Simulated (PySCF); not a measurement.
## Single-point calculation of AlH2Cl

AlH2Cl, computed with CISD/STO-3G, RHF (PySCF 2.14.0).

A bond length was changed on purpose from its optimised value.

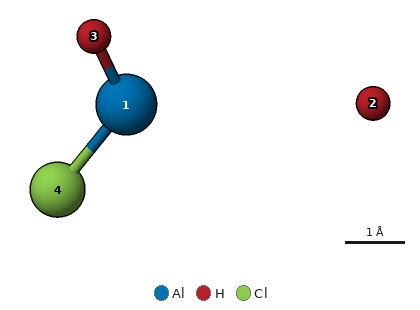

Fig. 1: The input geometry (ball-and-stick view, seen at a tilt; atoms are numbered from 1 in the order of the input). Sticks mark near contacts. Bond lengths as drawn: Al–Cl 2.01 Å and Al–H 1.54 Å.

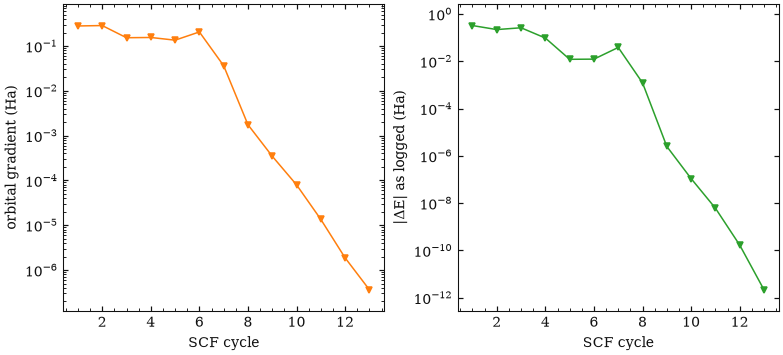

Fig. 2: Convergence of the self-consistent field: orbital gradient and size of the energy change against the SCF cycle. The residual falls almost steadily, with no more than small rises.

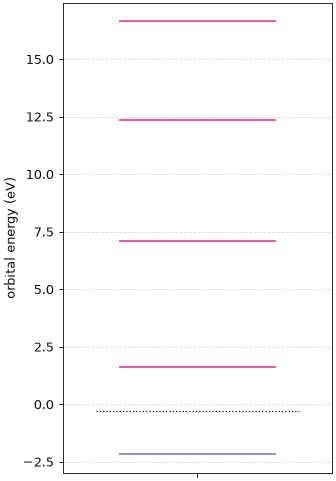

Fig. 3: Orbital energies near the frontier (SCF reference); the dotted line parts filled from empty levels, and levels within 0.02 eV of each other stand side by side. Highest filled −2.18 eV, lowest empty 1.64 eV, 3.82 eV apart.

The input that produced these results follows, with the program's output.

The input (job.py):
```python
from pyscf import gto, scf, ci

system = gto.Mole()
system.atom = '''
Al    -2.717218     0.035105    -0.030118
H      1.587020     0.109500     0.013310
H     -3.418088     1.403615    -0.047418
Cl    -3.752708    -1.691705    -0.019518
'''
system.max_memory = 1860
system.spin = 0
system.basis = 'sto-3g'
system.verbose = 4
system.build()

mf = scf.RHF(system)
mf.conv_tol = 1e-10
mf.kernel()
if not mf.converged:
    mf = mf.newton().run(mf.mo_coeff, mf.mo_occ)

cisd = ci.CISD(mf, frozen=10)
cisd.kernel()
etot = cisd.e_tot
print('E = %.10f Eh' % etot)
```

Launch command:
```bash
OMP_NUM_THREADS=1 python job.py
```

Output:
```
PySCF version 2.14.0

[INPUT] num. atoms = 4
[INPUT] num. electrons = 32
[INPUT] charge = 0
[INPUT] spin (= nelec alpha-beta = 2S) = 0
[INPUT] symmetry False subgroup None
[INPUT] Mole.unit = angstrom
[INPUT] Symbol           X                Y                Z      unit          X                Y                Z       unit  Magmom
[INPUT]  1 Al    -2.717218000000   0.035105000000  -0.030118000000 AA   -5.134797840738   0.066338835603  -0.056914771420 Bohr   0.0
[INPUT]  2 H      1.587020000000   0.109500000000   0.013310000000 AA    2.999033154207   0.206925010640   0.025152254718 Bohr   0.0
[INPUT]  3 H     -3.418088000000   1.403615000000  -0.047418000000 AA   -6.459250189662   2.652447934331  -0.089607033375 Bohr   0.0
[INPUT]  4 Cl    -3.752708000000  -1.691705000000  -0.019518000000 AA   -7.091590345464  -3.196859133557  -0.036883674499 Bohr   0.0

nuclear repulsion = 68.7416628975973
number of shells = 12
number of NR pGTOs = 60
number of NR cGTOs = 20
basis = sto-3g
ecp = {}

******** <class 'pyscf.scf.hf.RHF'> ********
method = RHF
initial guess = minao
damping factor = 0
level_shift factor = 0
DIIS = <class 'pyscf.scf.diis.CDIIS'>
diis_start_cycle = 1
diis_space = 8
diis_damp = 0
SCF conv_tol = 1e-10
SCF conv_tol_grad = None
SCF max_cycles = 50
direct_scf = True
direct_scf_tol = 1e-13
Set gradient conv threshold to 1e-05
Initial guess from minao.
init E= -693.941976532978
  HOMO = -0.140663037731971  LUMO = -0.0258941857344644  gap/eV = 3.12302
cycle= 1 E= -694.26615262009  delta_E= -0.324  |g|= 0.28  |ddm|= 2.16
  HOMO = -0.0790957884433132  LUMO = 0.0587753771521785  gap/eV = 3.75167
cycle= 2 E= -694.047321430638  delta_E= 0.219  |g|= 0.286  |ddm|= 3.56
  HOMO = -0.0902929799284798  LUMO = 0.0229596964653023  gap/eV = 3.08176
cycle= 3 E= -694.308135468722  delta_E= -0.261  |g|= 0.153  |ddm|= 3.55
  HOMO = -0.0208137134014064  LUMO = 0.0108168888167983  gap/eV = 0.86071
cycle= 4 E= -694.404143170295  delta_E= -0.096  |g|= 0.155  |ddm|= 1.18
  HOMO = -0.00908773173328803  LUMO = 0.0059460080115441  gap/eV = 0.40909
cycle= 5 E= -694.416251973506  delta_E= -0.0121  |g|= 0.135  |ddm|= 0.152
  HOMO = -0.043727468227725  LUMO = 0.0550614412168424  gap/eV = 2.68818
cycle= 6 E= -694.403978507521  delta_E= 0.0123  |g|= 0.206  |ddm|= 1.36
  HOMO = -0.076807042656222  LUMO = 0.0633194094171688  gap/eV = 3.81303
cycle= 7 E= -694.442372460185  delta_E= -0.0384  |g|= 0.0363  |ddm|= 0.603
  HOMO = -0.0787083007232029  LUMO = 0.0594979989567871  gap/eV = 3.76078
cycle= 8 E= -694.443590144198  delta_E= -0.00122  |g|= 0.00175  |ddm|= 0.126
  HOMO = -0.0801849626544369  LUMO = 0.0603907750790608  gap/eV = 3.82526
cycle= 9 E= -694.443592630017  delta_E= -2.49e-06  |g|= 0.000347  |ddm|= 0.00505
  HOMO = -0.0801473397833452  LUMO = 0.0603326123622629  gap/eV = 3.82265
cycle= 10 E= -694.443592739394  delta_E= -1.09e-07  |g|= 7.98e-05  |ddm|= 0.000958
  HOMO = -0.0801408866735561  LUMO = 0.0603160588989536  gap/eV = 3.82203
cycle= 11 E= -694.443592745497  delta_E= -6.1e-09  |g|= 1.35e-05  |ddm|= 0.000241
  HOMO = -0.080142641348379  LUMO = 0.060315720078538  gap/eV = 3.82207
cycle= 12 E= -694.443592745665  delta_E= -1.68e-10  |g|= 1.87e-06  |ddm|= 4.16e-05
  HOMO = -0.0801427149788894  LUMO = 0.0603155951638915  gap/eV = 3.82207
cycle= 13 E= -694.443592745667  delta_E= -2.16e-12  |g|= 3.63e-07  |ddm|= 5.44e-06
  HOMO = -0.080142875686079  LUMO = 0.0603155764290533  gap/eV = 3.82207
Extra cycle  E= -694.443592745667  delta_E= -3.41e-13  |g|= 8.08e-07  |ddm|= 4.2e-06
converged SCF energy = -694.443592745667

******** <class 'pyscf.ci.cisd.RCISD'> ********
CISD nocc = 6, nmo = 10
frozen orbitals 10
max_cycle = 50
direct = 0
conv_tol = 1e-09
max_cycle = 50
max_space = 12
lindep = 0
nroots = 1
Init t2, MP2 energy = -0.203483000039963
RCISD converged
E(RCISD) = -694.6758970460538  E_corr = -0.2323043003867242
E = -694.6758970461 Eh
```

Key numbers:

| quantity | value |
| --- | --- |
| outcome | converged |
| total energy | −694.675897 hartree |
| SCF energy | −694.443593 hartree |
| correlation energy | −0.232304 hartree |
| basis functions | 20 |
| HOMO of the SCF reference | −2.18 eV |
| LUMO of the SCF reference | 1.64 eV |
| hardware | 1 thread of Intel Xeon (Sapphire Rapids), 192 GiB of memory available, shared host |
| wall time | 0.89 s |
| peak memory | 0.1 GiB |
